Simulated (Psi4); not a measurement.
# CH5NOSi (SMILES CO[Si]N): a chain of runs

Aim: a series of 10 runs (PBE-D4/def2-SVP, PBE0-D4/def2-TZVP, PBE-D4/def2-TZVPP, r2SCAN-D4/def2-TZVPP, B3LYP-D4/def2-TZVPP, PBE0-D4/def2-TZVPP, wB97M-V/def2-TZVPP, CCSD(T)/def2-TZVPP, and more) of CH5NOSi. 

The results are computed with Psi4 1.11.

## 1. Starting point

The species is CH5NOSi (9 atoms), meant as a singlet with charge 0. As SMILES, `CO[Si]N`. Geometry: relaxed at GFN2-xTB, rattled. This is one conformer, not always the lowest. The run starts from this shape.

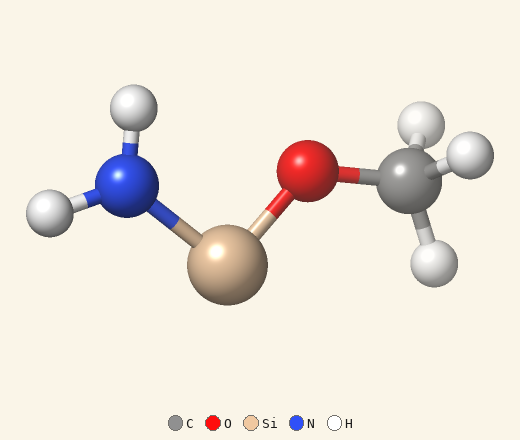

Viewed from a chosen angle; carbon grey, oxygen red, silicon light orange, nitrogen blue, hydrogen white.

## 2. A structure relaxation at PBE-D4/def2-SVP (density fitting) (run 1)

The input, job.dat:

```
memory 4400 mb

molecule molecule1 {
  C     -0.074269     0.483197    -1.545744
  O      0.055515     0.243308    -0.237173
  Si    -0.574756    -0.972578     0.574728
  N      0.164544    -0.594251     2.043125
  H     -0.321127     1.590377    -1.660050
  H     -0.849470    -0.136006    -2.071508
  H      0.905295     0.290991    -2.157635
  H     -0.016684    -1.110557     2.956984
  H      0.790931     0.151666     2.137294
  symmetry c1
}

set globals {
  basis                   def2-SVP
  scf_type                df
  geom_maxiter            60
  max_force_g_convergence 0.0005
}

optimize('pbe-d4')
```

Started as:

```sh
$ psi4 job.dat job.out -n 2
```

job.out:

```text
[...]
  Running in c1 symmetry.
[...]
  Nuclear repulsion =  165.834566890085711
[...]
  Multiplicity = 1
[...]
  Nalpha       = 20
  Nbeta        = 20
[...]
    Number of basis functions: 85
[...]
   @DF-RKS iter   1:  -459.48519447884405    1.41410e-01   1.28017e-02 DIIS/ADIIS
[...]
   @DF-RKS iter   9:  -460.04689202401312   -7.38964e-13   3.38886e-09 DIIS
[...]
  @DF-RKS Final Energy:  -460.04689202401312
   => Energetics <=
    Nuclear Repulsion Energy =            159.4641455394447007
    One-Electron Energy =                -950.5679143764673427
    Two-Electron Energy =                 374.3623734770538931
    DFT Exchange-Correlation Energy =     -43.2997617161689377
    Empirical Dispersion Energy =          -0.0057349478754053
    VV10 Nonlocal Energy =                  0.0000000000000000
    Total Energy =                       -460.0468920240131183
[...]
  -Total Gradient:
     Atom            X                  Y                   Z
    ------   -----------------  -----------------  -----------------
       1       -0.000044366043    -0.000092410192    -0.000147679029
       2        0.000070722898     0.000455258423     0.000237651818
       3       -0.000007203080    -0.000252189911     0.000097212069
       4       -0.000049384861    -0.000098285761     0.000080987159
       5        0.000118468023    -0.000058831764     0.000010646593
       6       -0.000007599652    -0.000002601656    -0.000001951174
       7       -0.000097890346    -0.000052954616    -0.000045480364
       8       -0.000013182517     0.000033022686    -0.000119799829
       9       -0.000003394391    -0.000004816043    -0.000032383564
[...]
```

The script printed:

```text
Optimizer: Optimization complete!
```

Run time: 37 s. Hardware: 2 threads of Intel Xeon Platinum 8259CL at 2.50GHz (Skylake/Cascade Lake), shared host; peak memory 0.69 GiB.

Steps, from the record of the run:

```tsv
step	energy from the first frame kept (eV)	largest force (eV/Å)
0	0.0000	3.8461
1	-0.4580	1.1744
2	-0.4956	0.3826
3	-0.5027	0.1775
4	-0.5059	0.0786
5	-0.5069	0.0367
6	-0.5071	0.0267
```

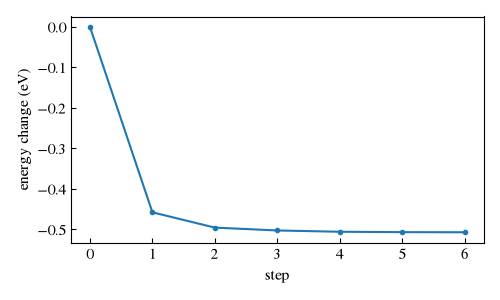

Energy along the run.

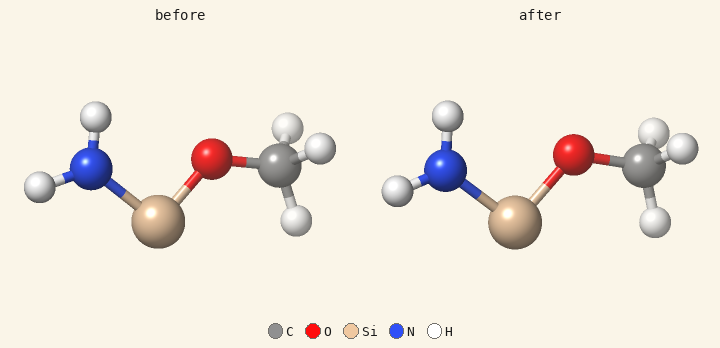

Before and after, at one scale.

After the run. Bond lengths: C1–O2 1.412 Å, O2–Si3 1.705 Å, Si3–N4 1.732 Å, C1–H5 1.112 Å, C1–H6 1.116 Å, C1–H7 1.113 Å, N4–H8 1.022 Å, N4–H9 1.026 Å. Some angles: C1–O2–Si3 122.9°, O2–Si3–N4 96.4°, O2–C1–H5 110.1°, O2–C1–H6 113.0°, O2–C1–H7 110.4°, Si3–N4–H8 122.4°, Si3–N4–H9 124.5°, H5–C1–H6 107.9°, H5–C1–H7 107.6°, H6–C1–H7 107.8°.

## 3. A structure relaxation at PBE0-D4/def2-TZVP (density fitting) (run 2)

The input, job.inp:

```
memory 4400 MB

molecule {
  0 1
  C     -0.068094     0.495707    -1.649338
  O      0.158453     0.270955    -0.273389
  Si    -0.624273    -0.963777     0.604033
  N      0.147417    -0.642258     2.120952
  H     -0.386079     1.548066    -1.816578
  H     -0.854319    -0.171755    -2.076257
  H      0.867827     0.330678    -2.227686
  H     -0.053671    -1.183701     2.964026
  H      0.840496     0.098162     2.274981
  units angstrom
  symmetry c1
}

set {
  scf_type df
  geom_maxiter 50
  max_force_g_convergence 0.0002
}

result, w = opt('pbe0-d4/def2-TZVP', return_wfn=True)
```

Started as:

```sh
$ psi4 -i job.inp -o job.out -n 2
```

job.out:

```text
[...]
  Running in c1 symmetry.
[...]
  Nuclear repulsion =  159.464144936932428
[...]
  Multiplicity = 1
[...]
  Nalpha       = 20
  Nbeta        = 20
[...]
    Number of basis functions: 160
[...]
   @DF-RKS iter   1:  -459.94806725221781   -3.94002e-01   6.45219e-03 DIIS/ADIIS
[...]
   @DF-RKS iter   8:  -460.38852598389889   -4.26326e-12   4.47875e-09 DIIS
[...]
  @DF-RKS Final Energy:  -460.38852598389889
   => Energetics <=
    Nuclear Repulsion Energy =            162.1265626746455837
    One-Electron Energy =                -956.3834546980131108
    Two-Electron Energy =                 366.7807641149581741
    DFT Exchange-Correlation Energy =     -32.9075586251554526
    Empirical Dispersion Energy =          -0.0048394503341008
    VV10 Nonlocal Energy =                  0.0000000000000000
    Total Energy =                       -460.3885259838988873
[...]
  -Total Gradient:
     Atom            X                  Y                   Z
    ------   -----------------  -----------------  -----------------
       1       -0.000024240326    -0.000062712027    -0.000106188690
       2        0.000008755330     0.000001203412     0.000206029233
       3       -0.000000780413     0.000107668107    -0.000160911641
       4       -0.000092170148    -0.000132745379     0.000066130310
       5       -0.000008610469     0.000023812707     0.000042197283
       6       -0.000033903196    -0.000045363395     0.000010998524
       7        0.000034898658    -0.000009778741    -0.000016372749
       8        0.000050005365    -0.000001028513     0.000038980658
       9        0.000051258785     0.000085596534    -0.000031799839
[...]
```

The script printed:

```text
Optimizer: Optimization complete!
```

It took 49 s on 2 threads of Intel Xeon Platinum 8259CL at 2.50GHz (Skylake/Cascade Lake), shared host; peak memory 1.1 GiB.

The path in brief:

```tsv
step	energy from the first frame kept (eV)	largest force (eV/Å)
0	0.0000	1.2484
1	-0.0643	0.3881
2	-0.0677	0.0831
3	-0.0680	0.0200
4	-0.0681	0.0106
```

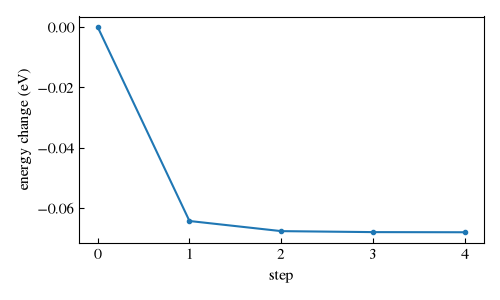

Energy along the run.

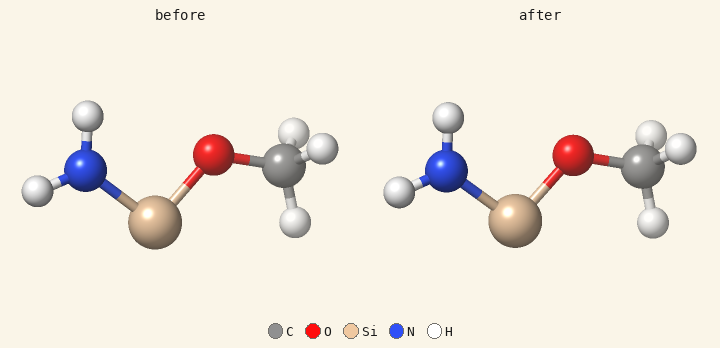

Before and after, at one scale.

After the run. Bond lengths: C1–O2 1.408 Å, O2–Si3 1.660 Å, Si3–N4 1.705 Å, C1–H5 1.093 Å, C1–H6 1.097 Å, C1–H7 1.093 Å, N4–H8 1.007 Å, N4–H9 1.010 Å. Some angles: C1–O2–Si3 122.6°, O2–Si3–N4 97.4°, O2–C1–H5 109.6°, O2–C1–H6 112.1°, O2–C1–H7 109.6°, Si3–N4–H8 122.2°, Si3–N4–H9 124.5°, H5–C1–H6 108.5°, H5–C1–H7 108.5°, H6–C1–H7 108.5°.

Runs 3 to 4 aren't shown in full; the table further down has their settings and results.

## 4. The energy at r2SCAN-D4/def2-TZVPP (density fitting) (run 5)

The input, job.dat:

```
memory 4400 mb

molecule molecule1 {
  0 1
  C     -0.13638342     0.88818829    -3.08756682
  O      0.32307325     0.45784474    -0.50276541
  Si    -1.17953492    -1.75464094     1.13732600
  N      0.26378120    -1.22509055     3.96872533
  H     -0.78044933     2.83164121    -3.36247095
  H     -1.57697645    -0.39481481    -3.84829119
  H      1.61044350     0.61777982    -4.15671906
  H     -0.15120833    -2.23824642     5.52415890
  H      1.59841539     0.10484012     4.27005161
  units bohr
  symmetry c1
}

set {
  basis                def2-TZVPP
  reference            rks
  scf_type             df
  dft_radial_points    99
  dft_spherical_points 590
}

energy('r2scan-d4')
```

Started as:

```sh
$ psi4 job.dat job.out -n 2
```

job.out:

```text
[...]
  Running in c1 symmetry.
[...]
  Nuclear repulsion =  162.126548477894517
[...]
  Multiplicity = 1
[...]
  Nalpha       = 20
  Nbeta        = 20
[...]
    Number of basis functions: 205
[...]
   @DF-RKS iter   1:  -460.01353459825395   -1.30323e-01   5.74440e-03 DIIS/ADIIS
[...]
   @DF-RKS iter   9:  -460.58339466606611   -5.67664e-07   6.83438e-07 DIIS
[...]
  @DF-RKS Final Energy:  -460.58339466606611
   => Energetics <=
    Nuclear Repulsion Energy =            162.1265484778945165
    One-Electron Energy =                -956.3604996670478613
    Two-Electron Energy =                 377.3122019151914515
    DFT Exchange-Correlation Energy =     -43.6602535842929811
    Empirical Dispersion Energy =          -0.0013918078112361
    VV10 Nonlocal Energy =                  0.0000000000000000
    Total Energy =                       -460.5833946660661127
[...]
 Multipole Moments:
 ------------------------------------------------------------------------------------
     Multipole            Electronic (a.u.)      Nuclear  (a.u.)        Total (a.u.)
 ------------------------------------------------------------------------------------
 L = 1.  Multiply by 2.5417464519 to convert [e a0] to [Debye]
 Dipole X            :         -0.9000797            1.1673244            0.2672446
 Dipole Y            :         -1.7997544            2.0128962            0.2131418
 Dipole Z            :          2.3282578           -2.1278451            0.2004127
 Magnitude           :                                                    0.3962504
[...]
```

It took 62 s on 2 threads of Intel Xeon Platinum 8259CL at 2.50GHz (Skylake/Cascade Lake), shared host; peak memory 2.9 GiB.

Runs 6 to 9 aren't shown in full; the table further down has their settings and results.

## 5. The energy at MP2/def2-QZVPP (density fitting, density fitting for correlation) (run 10)

The input, calc.in:

```
memory 4400 mb

molecule molecule1 {
  0 1
  C
  O 1 r2
  Si 2 r3 1 a3
  N 3 r4 2 a4 1 d4
  H 1 r5 2 a5 3 d5
  H 1 r6 5 a6 2 d6
  H 1 r7 5 a7 6 d7
  H 4 r8 3 a8 2 d8
  H 4 r9 8 a9 3 d9

  r2 = 1.4078
  r3 = 1.660202
  a3 = 122.63468
  r4 = 1.704937
  a4 = 97.40869
  d4 = 179.82017
  r5 = 1.093158
  a5 = 109.59237
  d5 = 120.5167
  r6 = 1.097339
  a6 = 108.46118
  d6 = 122.68033
  r7 = 1.093185
  a7 = 108.53658
  d7 = 117.6432
  r8 = 1.006561
  a8 = 122.2321
  d8 = -179.93126
  r9 = 1.009711
  a9 = 113.24845
  d9 = -179.96749
  symmetry c1
}

set globals {
  basis def2-QZVPP
  reference rhf
  scf_type df
  num_frozen_docc 8
}

energy("mp2")
print_variables()
```

Started as:

```sh
$ psi4 calc.in calc.out -n 2
```

calc.out:

```text
[...]
  Running in c1 symmetry.
[...]
  Nuclear repulsion =  162.126548893636510
[...]
  Multiplicity = 1
[...]
  Nalpha       = 20
  Nbeta        = 20
[...]
    Number of basis functions: 391
[...]
   @DF-RHF iter   1:  -458.98918928874730   -8.84893e-01   1.60662e-03 ADIIS/DIIS
[...]
   @DF-RHF iter  11:  -459.16577200403793   -1.33753e-10   5.63190e-09 DIIS
[...]
  @DF-RHF Final Energy:  -459.16577200403793
   => Energetics <=
    Nuclear Repulsion Energy =            162.1265488936365102
    One-Electron Energy =                -955.9879522879518845
    Two-Electron Energy =                 334.6956313902774696
    Total Energy =                       -459.1657720040379331
[...]
 Multipole Moments:
 ------------------------------------------------------------------------------------
     Multipole            Electronic (a.u.)      Nuclear  (a.u.)        Total (a.u.)
 ------------------------------------------------------------------------------------
 L = 1.  Multiply by 2.5417464519 to convert [e a0] to [Debye]
 Dipole X            :         -0.0056503            0.0079716            0.0023213
 Dipole Y            :         -2.0116200            2.2670977            0.2554777
 Dipole Z            :          2.3119682           -2.1914208            0.1205474
 Magnitude           :                                                    0.2824994
[...]
```

It took 10 s on 2 threads of Intel Xeon Platinum 8259CL at 2.50GHz (Skylake/Cascade Lake), shared host; peak memory 1.4 GiB.

## 6. Overview of the runs

```tsv
run	level	geom maxiter	max force g convergence	energy (Eh)	dipole moment (D)	HOMO energy (eV)	LUMO energy (eV)	wall time
1	PBE-D4/def2-SVP (density fitting)	60	0.0005	-460.046892	1.06	-5.34	-1.35	37 s
2	PBE0-D4/def2-TZVP (density fitting)	50	0.0002	-460.388526	0.89	-6.52	-0.66	49 s
3	PBE0-D4/def2-TZVP (density fitting)	–	–	-460.388526	0.89	–	–	8.4 min
4	PBE-D4/def2-TZVPP (density fitting)	–	–	-460.358786	0.96	-5.40	-1.47	21 s
5	r2SCAN-D4/def2-TZVPP (density fitting)	–	–	-460.583395	1.01	-5.60	-1.36	62 s
6	B3LYP-D4/def2-TZVPP (density fitting)	–	–	-460.740988	0.77	-6.35	-0.85	23 s
7	PBE0-D4/def2-TZVPP (density fitting)	–	–	-460.391343	0.88	-6.53	-0.66	20 s
8	wB97M-V/def2-TZVPP (density fitting)	–	–	-460.622514	0.71	-8.75	1.23	69 s
9	CCSD(T)/def2-TZVPP (density fitting, density fitting for correlation)	–	–	-459.937671	–	-9.09	2.35	4.8 min
10	MP2/def2-QZVPP (density fitting, density fitting for correlation)	–	–	-459.947203	–	-9.13	2.01	10 s
```

## 7. Results

```
                                                           quantity          value
                               run 10, MP2/def2-QZVPP: total energy  -459.94720 Eh
        run 10, MP2/def2-QZVPP: HOMO energy (Hartree–Fock orbitals)       -9.13 eV
        run 10, MP2/def2-QZVPP: LUMO energy (Hartree–Fock orbitals)        2.01 eV
      run 10, MP2/def2-QZVPP: HOMO–LUMO gap (Hartree–Fock orbitals)       11.14 eV
run 10, MP2/def2-QZVPP: correlation energy (8 core orbitals frozen)     -781.4 mEh
```

In words: Over runs 3, 4, 5, 6, 7, 8 the dipole moment (its size) runs from 0.71 D (wB97M-V/def2-TZVPP) to 1.01 D (r2SCAN-D4/def2-TZVPP). Over runs 4, 5, 6, 7, 8 the HOMO–LUMO gap runs from 3.93 eV (PBE-D4/def2-TZVPP) to 9.99 eV (wB97M-V/def2-TZVPP). Totals of different functionals can't be ranked against each other. All runs together took 18 min, the longest 8.4 min.
